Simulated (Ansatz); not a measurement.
# InHSCl2: an energy map over angle H5–S1–In2 and dihedral H5–S1–In2–Cl3

Aim: map the energy of Cl2HInS, SMILES [SH][In]([Cl])[Cl] over two coordinates, and find its wells, ridges and stiffness.

Program: Ansatz 0.2.0. Level of theory: RKS B3LYP-D4/def2-TZVP. These are calculated values, not measurements.

### Step 1. Starting geometry

SMILES `[SH][In]([Cl])[Cl]`, 5 atoms, charge 0, spin multiplicity 1.

Atoms are counted from 1 here; the program's logs count them from 0.

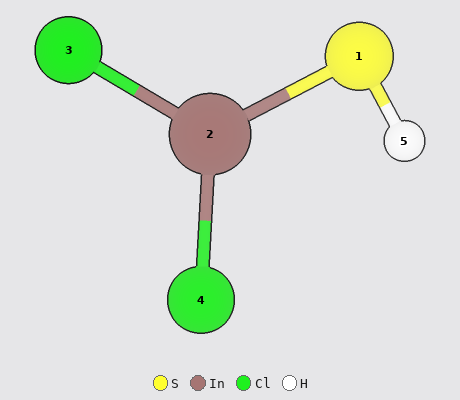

The starting geometry (sulfur yellow, indium brown, chlorine green, hydrogen white); atoms are numbered from 1 in the order of the file.

Coordinates:

```mol
Cl2HInS
  3D, bonds by distance, orders not assigned

  5  4  0  0  0  0  0  0  0  0999 V2000
   -0.1138    1.7897    0.7119 S   0  0
    0.3293   -0.4654    0.0116 In  0  0
    2.2005   -1.6652    0.7757 Cl  0  0
   -1.1213   -1.5602   -1.4889 Cl  0  0
   -1.2448    1.8275   -0.0517 H   0  0
  1  2  8  0
  1  5  8  0
  2  3  8  0
  2  4  8  0
M  END
```

This geometry comes from a loose relaxation at PBE in a small basis, which is not shown.

### Step 2. Relaxing the molecule

input.yaml reads:

```yaml
crystal:
  periodic: [false, false, false]
  atoms:
    - { symbol: S, position_ang: [-0.113764, 1.789669, 0.711907] }
    - { symbol: In, position_ang: [0.329317, -0.465383, 0.011627] }
    - { symbol: Cl, position_ang: [2.200514, -1.665199, 0.775656] }
    - { symbol: Cl, position_ang: [-1.121349, -1.560158, -1.488861] }
    - { symbol: H, position_ang: [-1.244819, 1.827472, -0.05173] }
basis:
  gaussian: { orbitals: def2-TZVP }
hamiltonian:
  xc: { name: B3LYP }
  dispersion: d4
output:
  forces: true
relax:
  f_tol: 0.003
  max_steps: 120
```

On the command line:

```sh
ansatz run input.yaml --threads 1 --pin off --max-ram 2560MiB --backend cpu --events-out ev --progress --plain --runs-dir out
```

The log of the run, cut to the lines that bear on the results:

```text
Warning: RAYON_NUM_THREADS=1 ignored (pool sized by the plan → 1); use --threads N
[...]
Functional definition: B3LYP
[...]
1306 factors; their error is unknown
[...]
mean field -41078.92687874 eV, -1509.6227184971 hartree, gradient 4.2e-5 eV, S^2 0.000000; 0 other end points of the search recorded, 0 dependent functions left out
[...]
reference -41078.92715565 eV, -1509.6227286732 hartree; 36, 36 occupied and 131, 131 virtual orbitals, 1306 factors
relax step   1: F+E_penalty+E_count = -41079.18125526 eV  Δ(F+E_penalty+E_count) = +0.000e0 eV  max|allowed force component| = 3.769e-1 eV/Å  Δτ_max = 0.0000 Å  (28 SCF iters, accepted)
[...]
relax step   6: F+E_penalty+E_count = -41079.19883690 eV  Δ(F+E_penalty+E_count) = -1.024e-4 eV  max|allowed force component| = 4.055e-3 eV/Å  Δτ_max = 0.0096 Å  (31 SCF iters, accepted)
[...]
relax step   7: F+E_penalty+E_count = -41079.19887410 eV  Δ(F+E_penalty+E_count) = -3.720e-5 eV  max|allowed force component| = 1.209e-3 eV/Å  Δτ_max = 0.0060 Å  (31 SCF iters, accepted)
1306 factors; their error is unknown
[...]
mean field -41078.94134960 eV, -1509.6232502912 hartree, gradient 1.3e-5 eV, S^2 0.000000; 1 other end points of the search recorded, 0 dependent functions left out
[...]
reference -41078.94162580 eV, -1509.6232604413 hartree; 36, 36 occupied and 131, 131 virtual orbitals, 1306 factors
Total energy: -41079.19915030 eV, -1509.6327242921 hartree
Atom 0 at    -0.111729     1.763096     0.705238 Å, force     0.000085    -0.000011    -0.000417 eV/Å
Atom 1 at     0.318888    -0.466527     0.004073 Å, force    -0.000152     0.001209     0.000551 eV/Å
Atom 2 at     2.175044    -1.641651     0.767109 Å, force    -0.000152    -0.000064    -0.000025 eV/Å
Atom 3 at    -1.102095    -1.569725    -1.478566 Å, force    -0.000184    -0.001106    -0.000802 eV/Å
Atom 4 at    -1.230209     1.841208    -0.039255 Å, force     0.000403    -0.000028     0.000694 eV/Å
Dipole moment:    -0.178155     0.329119     0.023556 e Å
```

It took 41 s on 1 thread of Intel Xeon 6975P-C (Granite Rapids), shared host; peak memory 0.45 GiB.

Relaxation path:

```
step  energy from step 1 (eV)  largest force component (eV/Å)
   1                   0.0000                          0.3769
   2                  -0.0142                          0.2092
   3                  -0.0164                          0.1271
   4                  -0.0162                          0.2263
   5                  -0.0175                          0.0170
   6                  -0.0176                          0.0041
   7                  -0.0176                          0.0012
```

Bond lengths before and after, largest changes first:

```csv
bond,before (Å),after (Å),change (Å)
S1–In2,2.402,2.377,-0.026
In2–Cl4,2.357,2.331,-0.026
In2–Cl3,2.350,2.326,-0.025
S1–H5,1.365,1.346,-0.019
```

### Step 3. The grid

First coordinate, angle H5–S1–In2: 9 values from 67.4 to 117.4 °. Second coordinate, dihedral H5–S1–In2–Cl3: 10 values from −180 to 144 °, periodic.

Nothing else is relaxed (all other coordinates rigid). Energies count from the relaxed molecule at the same level. Points are written as (first, second).

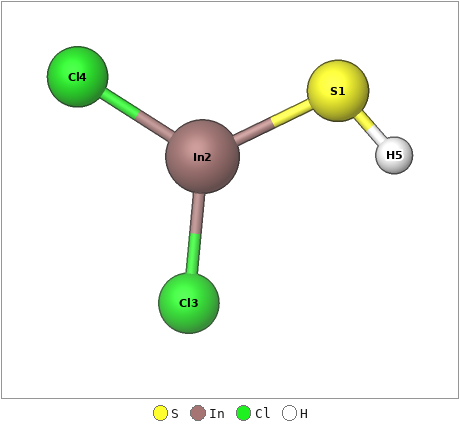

The geometry at (104.9°, 0°).

Of the runs on the grid, 2 are shown in the steps below; the others differ only in the two coordinates.

### Step 4. The run at (104.9°, 0°)

input.yaml reads:

```yaml
crystal:
  periodic: [false, false, false]
  atoms:
    - { symbol: S, position_ang: [-0.111729, 1.763096, 0.705238] }
    - { symbol: In, position_ang: [0.318888, -0.466527, 0.004073] }
    - { symbol: Cl, position_ang: [-1.09625, -1.567782, -1.476831] }
    - { symbol: Cl, position_ang: [2.17891, -1.643676, 0.771599] }
    - { symbol: H, position_ang: [-1.246387, 2.112232, 0.071184] }
basis:
  gaussian: { orbitals: def2-TZVP }
hamiltonian:
  xc: { name: B3LYP }
  dispersion: d4
output:
  forces: true
```

On the command line:

```sh
ansatz run input.yaml --threads 1 --pin off --max-ram 2560MiB --backend cpu --events-out ev --progress --plain --runs-dir out
```

The log of the run, cut to the lines that bear on the results:

```text
Warning: RAYON_NUM_THREADS=1 ignored (pool sized by the plan → 1); use --threads N
[...]
Functional definition: B3LYP
[...]
1306 factors; their error is unknown
[...]
mean field -41078.87194924 eV, -1509.6206998752 hartree, gradient 8.3e-6 eV, S^2 0.000000; 0 other end points of the search recorded, 0 dependent functions left out
[...]
reference -41078.87222673 eV, -1509.6207100725 hartree; 36, 36 occupied and 131, 131 virtual orbitals, 1306 factors
Total energy: -41079.12759721 eV, -1509.6300947645 hartree
Atom 0 at    -0.111729     1.763096     0.705238 Å, force     0.271816     0.367718     0.354611 eV/Å
Atom 1 at     0.318888    -0.466527     0.004073 Å, force    -0.156535     0.041947    -0.090426 eV/Å
Atom 2 at    -1.096250    -1.567782    -1.476831 Å, force    -0.039953    -0.072932    -0.060556 eV/Å
Atom 3 at     2.178910    -1.643676     0.771599 Å, force    -0.094447     0.098848    -0.021365 eV/Å
Atom 4 at    -1.246387     2.112232     0.071184 Å, force     0.019119    -0.435582    -0.182264 eV/Å
Dipole moment:    -0.181405     0.333174     0.023258 e Å
```

It took 5.1 s on 1 thread of Intel Xeon 6975P-C (Granite Rapids), shared host; peak memory 0.45 GiB.

Energy on the map's scale: 6.9 kJ/mol.

### Step 5. Point (92.4°, −180°)

input.yaml reads:

```yaml
crystal:
  periodic: [false, false, false]
  atoms:
    - { symbol: S, position_ang: [-0.111729, 1.763096, 0.705238] }
    - { symbol: In, position_ang: [0.318888, -0.466527, 0.004073] }
    - { symbol: Cl, position_ang: [2.173825, -1.642437, 0.768861] }
    - { symbol: Cl, position_ang: [-1.100873, -1.568937, -1.480322] }
    - { symbol: H, position_ang: [-1.230219, 1.841271, -0.039234] }
basis:
  gaussian: { orbitals: def2-TZVP }
hamiltonian:
  xc: { name: B3LYP }
  dispersion: d4
output:
  forces: true
```

On the command line:

```sh
ansatz run input.yaml --threads 1 --pin off --max-ram 2560MiB --backend cpu --events-out ev --progress --plain --runs-dir out
```

The log of the run, cut to the lines that bear on the results:

```text
Warning: RAYON_NUM_THREADS=1 ignored (pool sized by the plan → 1); use --threads N
[...]
Functional definition: B3LYP
[...]
1306 factors; their error is unknown
[...]
mean field -41078.94136256 eV, -1509.6232507676 hartree, gradient 5.4e-5 eV, S^2 0.000000; 0 other end points of the search recorded, 0 dependent functions left out
[...]
reference -41078.94163895 eV, -1509.6232609248 hartree; 36, 36 occupied and 131, 131 virtual orbitals, 1306 factors
Total energy: -41079.19916292 eV, -1509.6327247562 hartree
Atom 0 at    -0.111729     1.763096     0.705238 Å, force     0.000067    -0.000167    -0.000095 eV/Å
Atom 1 at     0.318888    -0.466527     0.004073 Å, force    -0.000127     0.001166     0.000583 eV/Å
Atom 2 at     2.173825    -1.642437     0.768861 Å, force    -0.000186     0.000199    -0.000084 eV/Å
Atom 3 at    -1.100873    -1.568937    -1.480322 Å, force    -0.000354    -0.001174    -0.000828 eV/Å
Atom 4 at    -1.230219     1.841271    -0.039234 Å, force     0.000601    -0.000024     0.000423 eV/Å
Dipole moment:    -0.178154     0.329119     0.023560 e Å
```

It took 5 s on 1 thread of Intel Xeon 6975P-C (Granite Rapids), shared host; peak memory 0.45 GiB.

Energy on the map's scale: 0.0 kJ/mol.

### Step 6. Energy over the grid

55 points were computed, 35 more follow by symmetry. Energies in kJ/mol, from the relaxed molecule at the same level:

```tsv
dihedral H5–S1–In2–Cl3 (°) ↓, angle H5–S1–In2 (°) →	67.4	73.6	79.9	86.1	92.4	98.6	104.9	111.1	117.4
144	38.2	23.6	13.6	8.0	6.2	8.0	13.0	20.9	31.6
108	46.1	32.5	23.2	18.1	16.7	18.6	23.6	31.2	41.5
72	46.1	32.4	23.2	18.1	16.7	18.6	23.6	31.2	41.6
36	38.2	23.6	13.6	8.0	6.3	8.0	13.1	21.0	31.7
0	33.3	18.1	7.7	1.9	0.0	1.8	6.9	15.0	26.0
−36	38.2	23.6	13.6	8.0	6.3	8.0	13.1	21.0	31.7
−72	46.1	32.4	23.2	18.1	16.7	18.6	23.6	31.2	41.6
−108	46.1	32.5	23.2	18.1	16.7	18.6	23.6	31.2	41.5
−144	38.2	23.6	13.6	8.0	6.2	8.0	13.0	20.9	31.6
−180	33.3	18.1	7.7	1.9	0.0	1.7	6.8	14.9	25.9
```

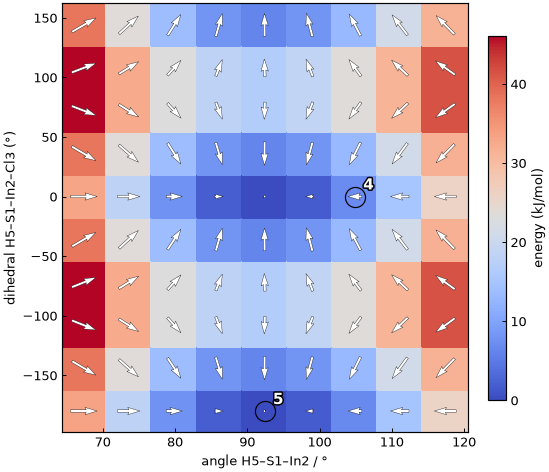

The map; numbers mark the steps of this session that print a point's run. In the figure: one coloured cell a grid point, arrows along the force (downhill), longer where it is stronger.

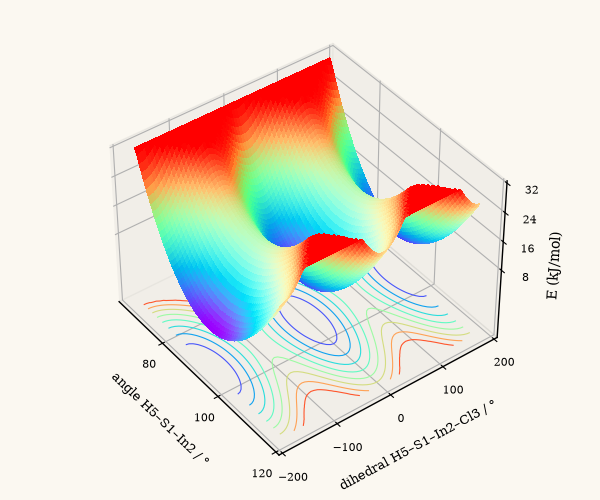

The same map in relief. In the figure: a relief with its contours projected below, any walls above the top of the colour scale cut off. Between grid points the surface is interpolated.

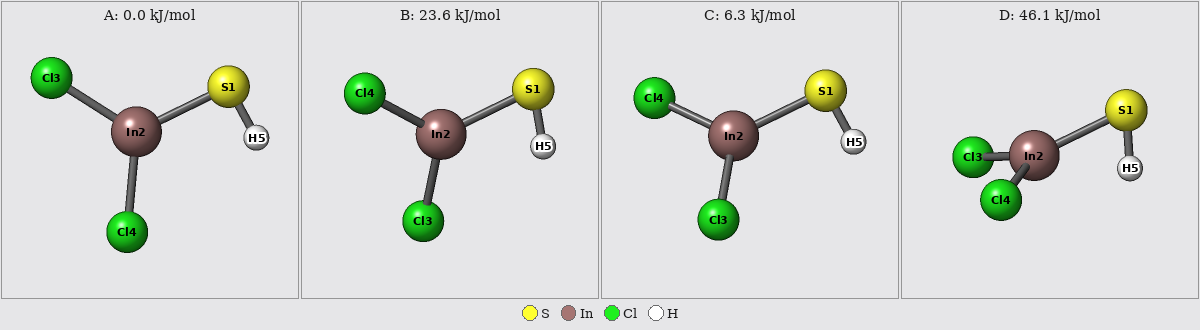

Structures on the grid, at one scale: A at (92.4°, −180°); B at (73.6°, −36°); C at (92.4°, 36°); D at (67.4°, −108°).

The dipole moment (D) at each point:

| dihedral H5–S1–In2–Cl3 (°) ↓, angle H5–S1–In2 (°) → | 67.4 | 73.6 | 79.9 | 86.1 | 92.4 | 98.6 | 104.9 | 111.1 | 117.4 |
| --- | --- | --- | --- | --- | --- | --- | --- | --- | --- |
| 144 | 1.55 | 1.63 | 1.69 | 1.73 | 1.76 | 1.77 | 1.78 | 1.77 | 1.74 |
| 108 | 1.47 | 1.54 | 1.59 | 1.64 | 1.68 | 1.70 | 1.71 | 1.71 | 1.69 |
| 72 | 1.48 | 1.54 | 1.60 | 1.65 | 1.68 | 1.71 | 1.72 | 1.71 | 1.69 |
| 36 | 1.57 | 1.65 | 1.70 | 1.75 | 1.77 | 1.79 | 1.79 | 1.78 | 1.75 |
| 0 | 1.62 | 1.70 | 1.76 | 1.79 | 1.82 | 1.83 | 1.83 | 1.81 | 1.78 |
| −36 | 1.57 | 1.65 | 1.70 | 1.75 | 1.77 | 1.79 | 1.79 | 1.78 | 1.75 |
| −72 | 1.48 | 1.54 | 1.60 | 1.65 | 1.68 | 1.71 | 1.72 | 1.71 | 1.69 |
| −108 | 1.47 | 1.54 | 1.59 | 1.64 | 1.68 | 1.70 | 1.71 | 1.71 | 1.69 |
| −144 | 1.55 | 1.63 | 1.69 | 1.73 | 1.76 | 1.77 | 1.78 | 1.77 | 1.74 |
| −180 | 1.60 | 1.68 | 1.74 | 1.78 | 1.80 | 1.81 | 1.81 | 1.79 | 1.76 |

The largest force on an atom (eV/Å) at each point:

| dihedral H5–S1–In2–Cl3 (°) ↓, angle H5–S1–In2 (°) → | 67.4 | 73.6 | 79.9 | 86.1 | 92.4 | 98.6 | 104.9 | 111.1 | 117.4 |
| --- | --- | --- | --- | --- | --- | --- | --- | --- | --- |
| 144 | 1.25 | 0.89 | 0.57 | 0.29 | 0.17 | 0.38 | 0.65 | 0.93 | 1.21 |
| 108 | 1.19 | 0.84 | 0.52 | 0.25 | 0.30 | 0.52 | 0.76 | 1.00 | 1.24 |
| 72 | 1.19 | 0.84 | 0.52 | 0.27 | 0.30 | 0.53 | 0.77 | 1.01 | 1.24 |
| 36 | 1.25 | 0.89 | 0.57 | 0.29 | 0.17 | 0.39 | 0.66 | 0.94 | 1.22 |
| 0 | 1.29 | 0.91 | 0.57 | 0.29 | 0.12 | 0.28 | 0.58 | 0.88 | 1.19 |
| −36 | 1.25 | 0.89 | 0.57 | 0.29 | 0.17 | 0.39 | 0.66 | 0.94 | 1.22 |
| −72 | 1.19 | 0.84 | 0.52 | 0.27 | 0.30 | 0.53 | 0.77 | 1.01 | 1.24 |
| −108 | 1.19 | 0.84 | 0.52 | 0.25 | 0.30 | 0.52 | 0.76 | 1.00 | 1.24 |
| −144 | 1.25 | 0.89 | 0.57 | 0.29 | 0.17 | 0.38 | 0.65 | 0.93 | 1.21 |
| −180 | 1.29 | 0.91 | 0.57 | 0.27 | 0.00 | 0.27 | 0.57 | 0.88 | 1.18 |

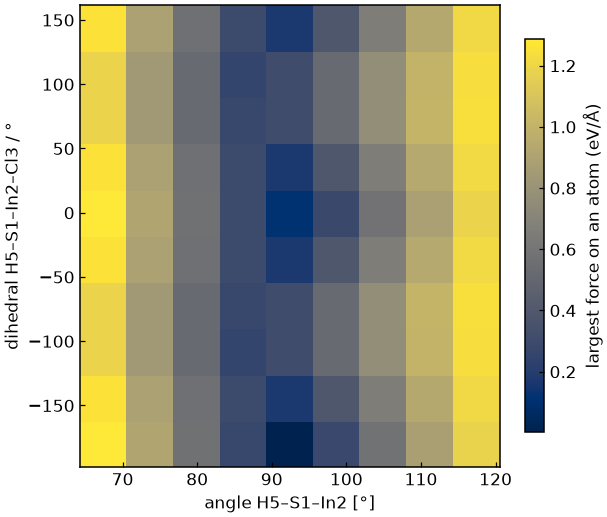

The largest force on an atom over the grid. In the figure: one coloured cell a grid point.

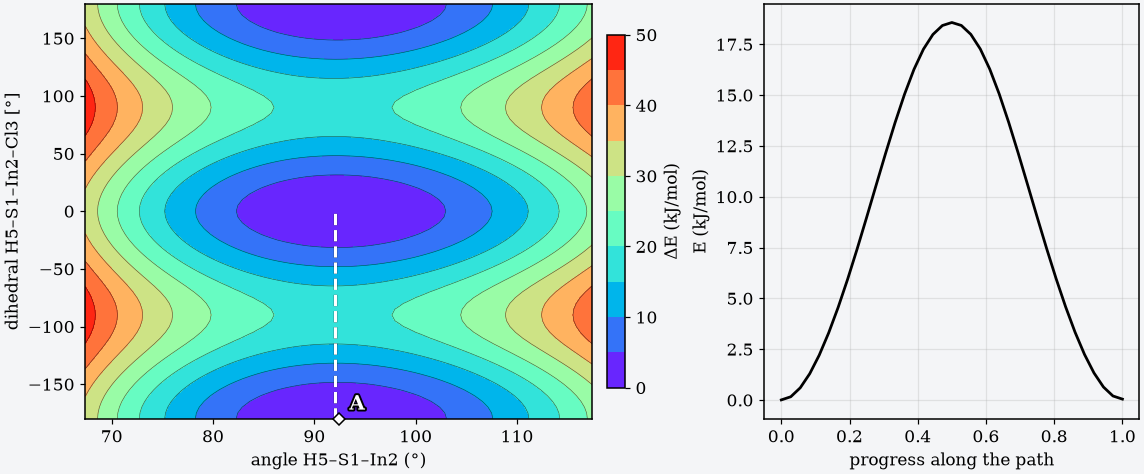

The easiest path on the interpolated surface, from its minimum near A. In the figure: filled contours, a line along the lowest path, the energy along the path at the right.

### Step 7. What came out

| quantity | value |
| --- | --- |
| lowest point | (92.4°, −180°), 0.0 kJ/mol |
| highest computed point | (67.4°, −108°), 46.1 kJ/mol above the lowest |
| dipole moment (D) | 1.47 at (67.4°, −108°) to 1.83 at (98.6°, 0°); 1.80 at the lowest point |
| largest force on an atom (eV/Å) | 0.00 at (92.4°, −180°) to 1.29 at (67.4°, −180°); 0.00 at the lowest point |
| time for the whole task | 5.6 min on 1 thread, shared host |

In words: The lowest computed point is at (92.4°, −180°), 0.0 kJ/mol from the relaxed molecule at the same level; the map holds 2 wells of about this depth. It is the only kind of minimum in the scanned range. The highest computed point, (67.4°, −108°), lies 46.1 kJ/mol above the lowest. On the interpolated surface the easiest way out of the lowest well to the well at (92.4°, 0°) passes a barrier of about 19 kJ/mol. Round the minimum the two coordinates are nearly uncoupled.
